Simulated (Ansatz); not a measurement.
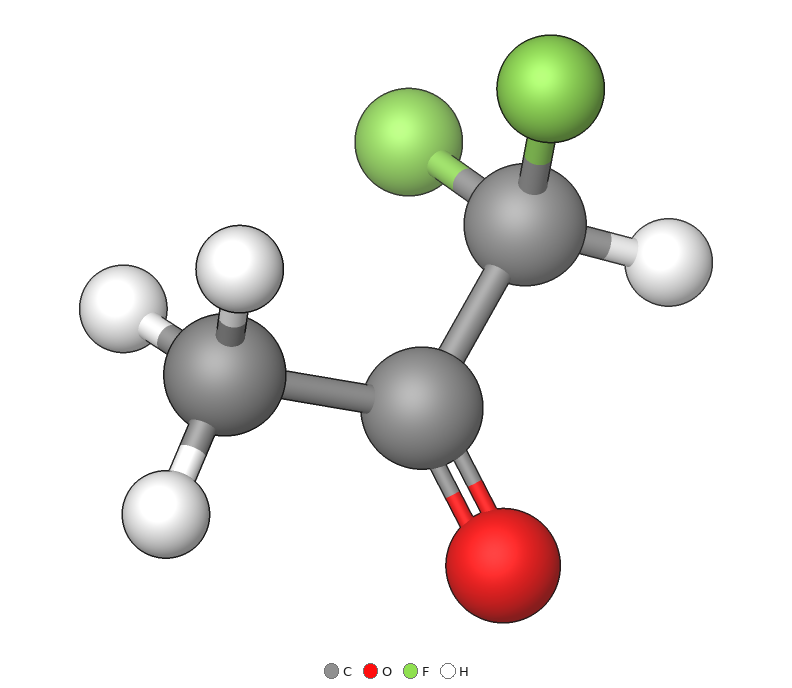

The picture shows a molecular structure as a ball-and-stick model. Multiple sticks mark multiple bonds (one Kekulé form).

The geometry was computed by an optimisation with PBE0-D4/def2-TZVP.

Describe the molecule.

It has 10 atoms: 3 carbon, 4 hydrogen, 2 fluorine and 1 oxygen (C₃H₄F₂O). Its SMILES string is `CC(=O)C(F)F`. It has no ring. Among its groups: ketone, C–F bond. Coordination: 2 C tetrahedral; 1 C trigonal planar.

More results for the same structure follow; atom numbers are the same in all pictures, views and colours differ.

## Charges

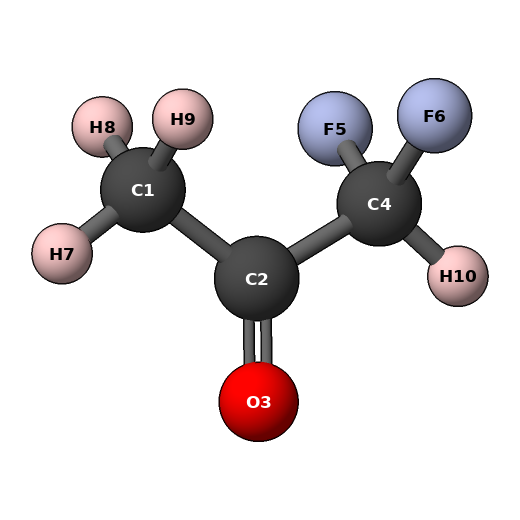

The questions are on Mulliken charges. Method: RKS B3LYP-D4/def2-TZVPP (Ansatz 0.2.0).

Which atom carries the highest charge (most positive or least negative)?

C4 (0.31 e).

And the lowest?

C1 (−0.27 e).

List the Mulliken charges.

| atom | value (e) |
| --- | --- |
| C1 | −0.27 |
| C2 | 0.18 |
| O3 | −0.25 |
| C4 | 0.31 |
| F5 | −0.20 |
| F6 | −0.20 |
| H7 | 0.11 |
| H8 | 0.11 |
| H9 | 0.11 |
| H10 | 0.10 |

## Vibrations

Harmonic vibrations computed with RKS PBE0-D4/def2-TZVP (Ansatz 0.2.0) at a stationary point of the same level.

List the wavenumbers.

24 modes: 33, 112, 227, 246, 416, 524, 606, 620, 813, 1020, 1033, 1112, 1147, 1268, 1365, 1370, 1387, 1455, 1457, 1850, 3063, 3118, 3131, 3183 cm⁻¹.

## Levels of theory compared

Program: Ansatz 0.2.0.

Tabulate HOMO energy (eV), dipole (D), HOMO–LUMO gap (eV) at these levels: B3LYP-D4/def2-TZVPP; PBE-D4/def2-TZVPP; r2SCAN-D4/def2-TZVPP; ωB97M-V/def2-TZVPP.

| level | HOMO energy (eV) | dipole (D) | HOMO–LUMO gap (eV) |
| --- | --- | --- | --- |
| B3LYP-D4/def2-TZVPP | −7.74 | 1.24 | 6.12 |
| PBE-D4/def2-TZVPP | −6.27 | 1.26 | 3.78 |
| r2SCAN-D4/def2-TZVPP | −6.61 | 1.30 | 4.32 |
| ωB97M-V/def2-TZVPP | −10.38 | 1.24 | 11.41 |

Mulliken values depend strongly on the basis set and can even reverse the polarity of a bond.
